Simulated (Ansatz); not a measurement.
C2H7AlO2 (SMILES C[O][Al]([CH3])[OH])

Input file:

```
crystal:
  periodic: [false, false, false]
  atoms:
    - {symbol: C, position_ang: [-1.404700, -0.274300, 1.507100]}
    - {symbol: O, position_ang: [-0.217900, 0.396400, 1.210800]}
    - {symbol: Al, position_ang: [0.797400, 0.468400, -0.138700]}
    - {symbol: C, position_ang: [0.451400, -0.514700, -1.773000]}
    - {symbol: O, position_ang: [2.171000, 1.453800, -0.023400]}
    - {symbol: H, position_ang: [-2.196100, 0.442900, 1.751600]}
    - {symbol: H, position_ang: [-1.761400, -0.896000, 0.674900]}
    - {symbol: H, position_ang: [-1.266100, -0.926900, 2.376200]}
    - {symbol: H, position_ang: [-0.519800, -0.248600, -2.200500]}
    - {symbol: H, position_ang: [1.216700, -0.314600, -2.525900]}
    - {symbol: H, position_ang: [0.432100, -1.593500, -1.591900]}
    - {symbol: H, position_ang: [2.374200, 1.952100, 0.766700]}
basis:
  gaussian: {orbitals: def2-SVP}
hamiltonian: {xc: hf}
accuracy: high
output: {forces: true, orbitals: {seedname: orbitals}}
```

Launched as:

```sh
ansatz run run.yaml --threads 1 --pin off --max-ram 2610MiB --events-out events.jsonl --progress --plain --runs-dir runs
```

Geometry: PBE0-D4/def2-TZVP.

The calculation used isolated molecule in a Gaussian basis; Hartree-Fock (Ansatz 0.2.0).

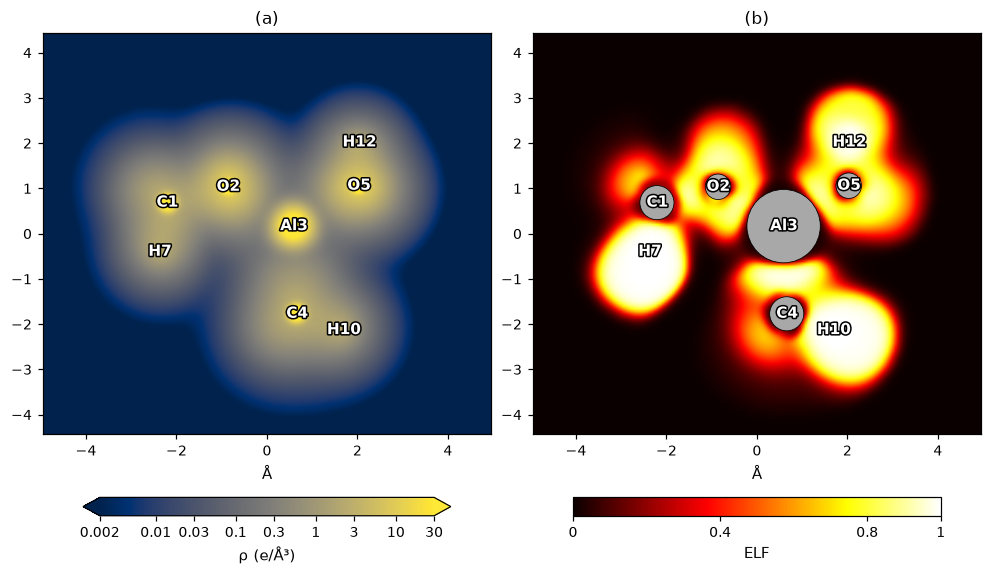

Figure 1. (a) electron density; (b) electron localisation function on the plane of atoms C4, Al3 and O5. Grey discs cover the atomic cores in the ELF map.

**Interpret the plot.**

The section cuts through C, O, Al and H sites.
C–O (1.40 Å): the density is about 2.1 e/Å³ at the midpoint; the ELF peaks at about 0.90 between the atoms (a shared but strongly polarised pair).
Al–O (1.69 Å): ρ at the midpoint is about 0.84 e/Å³; the ELF peaks at about 0.90 in the valence shell of O, 0.6 Å from its nucleus, and is about 0.40 at the midpoint.
C–Al (1.94 Å): ρ at the midpoint is about 0.78 e/Å³; the ELF peaks at about 1 between the atoms: a shared but strongly polarised pair.
O–H (0.96 Å): ρ at the midpoint is about 3.7 e/Å³; the ELF climbs to about 1 towards the hydrogen, as it does in any bond to H: a covalent bond by its length.
C–H (1.09 Å): the density is about 1.9 e/Å³ at the midpoint; the ELF climbs to about 1 towards the hydrogen (an ordinary covalent bond to hydrogen).
The ELF also peaks beside O5 and O2, away from the bonds: lone-pair regions.

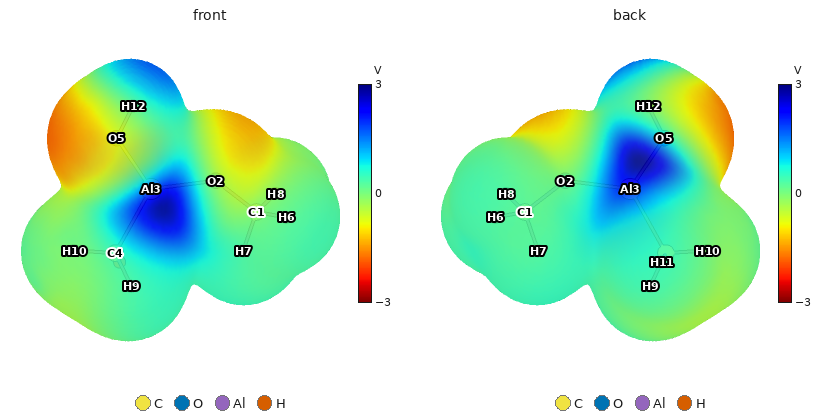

Figure 2. The electrostatic potential painted on the density surface at 0.001 e/bohr³, seen from the front and from behind; red is negative and blue positive.

**Where is the surface potential most negative and most positive?**

The most negative region (about −1.7 V, or −39 kcal/mol for a unit charge) lies over O5, the most positive (about +2.7 V, or +62 kcal/mol for a unit charge) over Al3. O5 is the likeliest acceptor of a hydrogen bond.

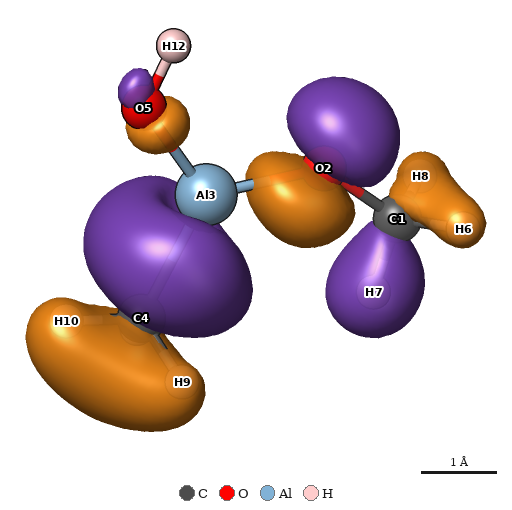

Figure 3. The HOMO at ±0.1 Å⁻³ᐟ² (orange and purple are the two phases), seen at a tilt.

**Describe this orbital and give its energy.**

Its weight (Hirshfeld) is mainly on C4 (about 40 %), O2 (about 25 %) and Al3 (about 15 %). Its energy is −11.53 eV.
